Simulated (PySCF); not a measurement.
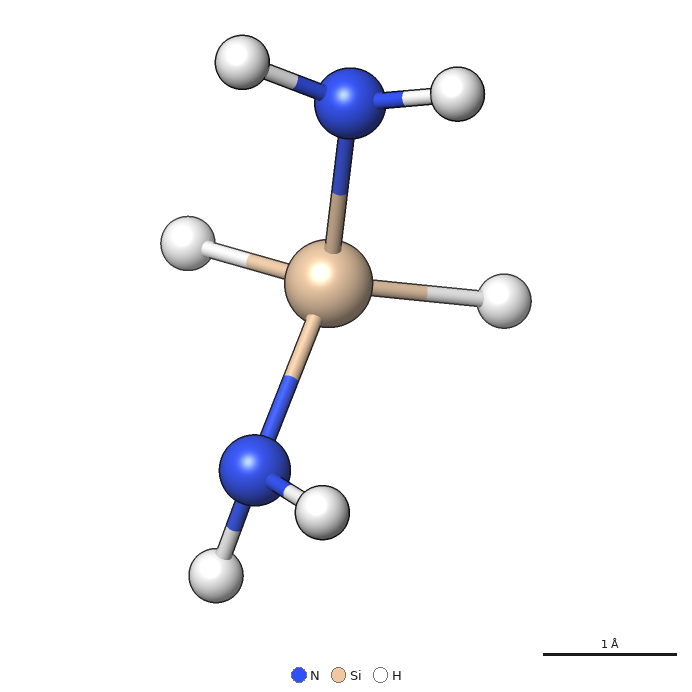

A ball-and-stick model of a molecule. Every bond is drawn as one stick, whatever its order.

The geometry was computed by an optimisation with GFN2-xTB. No frequency run is at hand to confirm it as a minimum.

What does the picture show?

The molecule is H₆N₂Si. SMILES: `N[SiH2]N`. It has no ring. Among its groups: Si–H bond, Si–N bond. Coordination, clear cases only: 1 Si tetrahedral.

More results for the same structure follow; atom numbers are the same in all pictures, views and colours differ.

**Charges**

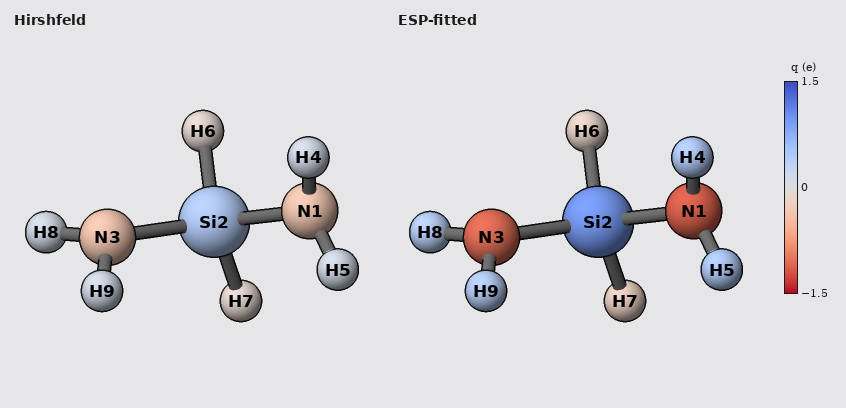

Atomic charges of one calculation by 2 schemes, on one colour scale. No frequency run is at hand to confirm it as a minimum. Method: PBE0/pcSseg-1 (PySCF 2.14.0).

> Which scheme gives the most polar picture (largest mean size of the charges)?

The ESP-fitted charges are the largest in size here.

> On which atom do the schemes disagree most?

On N1 (from −1.10 to −0.32 e).

List the charges (e), one line for each set of equivalent atoms.

```
atom  Hirshfeld  ESP-fitted
  N1      −0.32       −1.10
 Si2       0.39        0.91
  N3      −0.33       −1.03
  H4       0.12        0.41
  H5       0.11        0.41
  H6      −0.09       −0.14
  H7      −0.10       −0.19
  H8       0.11        0.36
  H9       0.11        0.37
```

**Quadrupole coupling**

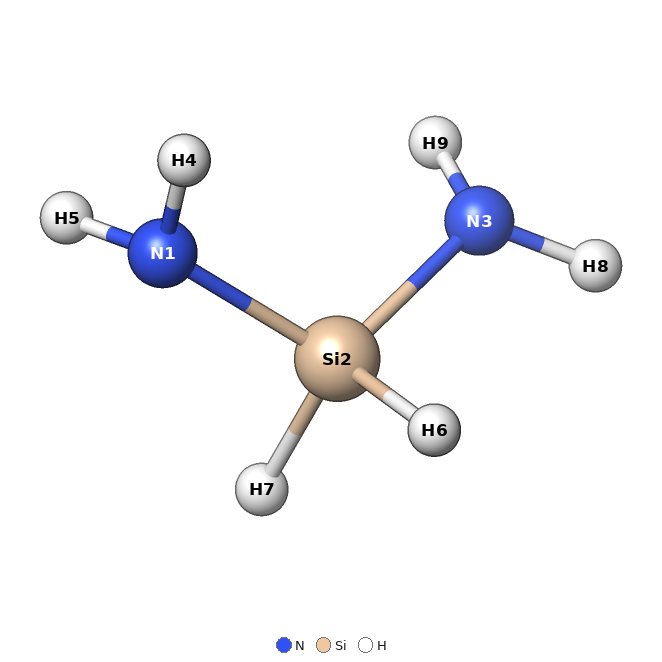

No frequency run is at hand to confirm it as a minimum. Electric field gradients from the ground-state density, PBE0/pcSseg-1 (PySCF 2.14.0), non-relativistic apart from any core potentials.

Give the largest field-gradient component, the quadrupole coupling constant and the asymmetry for 14N at N1 (Q = 20.44 mb), 14N at N3 (Q = 20.44 mb), 2H at H4 (Q = 2.86 mb), 2H at H5 (Q = 2.86 mb), 2H at H6 (Q = 2.86 mb), 2H at H7 (Q = 2.86 mb).

| atom | V_zz (a.u.) | e²qQ/h (MHz) | η |
| --- | --- | --- | --- |
| N1 | −0.929 | −4.46 | 0.34 |
| N3 | −0.927 | −4.45 | 0.37 |
| H4 | 0.431 | 0.289 | 0.16 |
| H5 | 0.433 | 0.291 | 0.16 |
| H6 | 0.163 | 0.110 | 0.02 |
| H7 | 0.157 | 0.105 | 0.03 |

**Excitation**

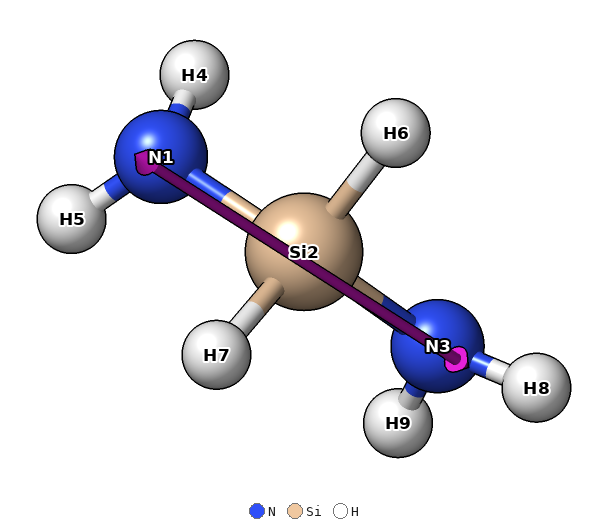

The double arrow shows the direction of the transition dipole to excited singlet state 2 (its length means nothing). No frequency run is at hand to confirm it as a minimum. Properties computed with TDDFT PBE0/def2-SVPD, vertical, gas phase, core orbitals frozen in the response (PySCF 2.14.0).

> Where does the transition lie, and how strong is it?

6.70 eV (185 nm), oscillator strength 0.048, mainly HOMO−1 → LUMO (weight 0.79); transition dipole 1.38 D.

**NMR shielding**

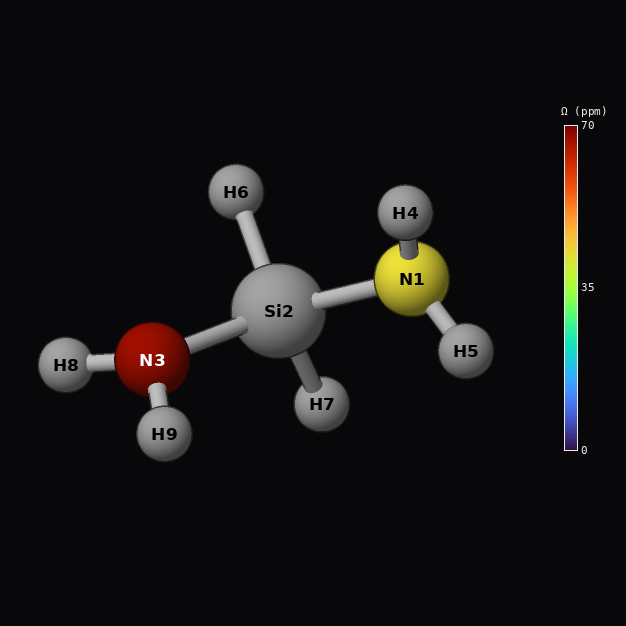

The N atoms are coloured by the span of their shielding tensor. No frequency run is at hand to confirm it as a minimum. Level of theory: GIAO PBE0/pcSseg-1 NMR shielding, non-relativistic, gas phase (PySCF 2.14.0). Principal shieldings σ11 ≤ σ22 ≤ σ33, span Ω = σ33 − σ11, skew κ = 3(σiso − σ22)/Ω.

> Which N atom has the most anisotropic shielding?

N3, with a span of 67 ppm.

Give the shielding tensors of the N atoms.

| atom | σ11 | σ22 | σ33 | σiso | Ω | κ |
| --- | --- | --- | --- | --- | --- | --- |
| N1 | 228.6 | 241.2 | 271.0 | 246.9 | 42.4 | 0.41 |
| N3 | 203.0 | 249.3 | 270.1 | 240.8 | 67.1 | −0.38 |

Shieldings and span in ppm.

The geometry is semi-empirical. Around Si such bond lengths and angles can be off by a tenth of an ångström or more and by several degrees, and values that hang on the shape move with them.
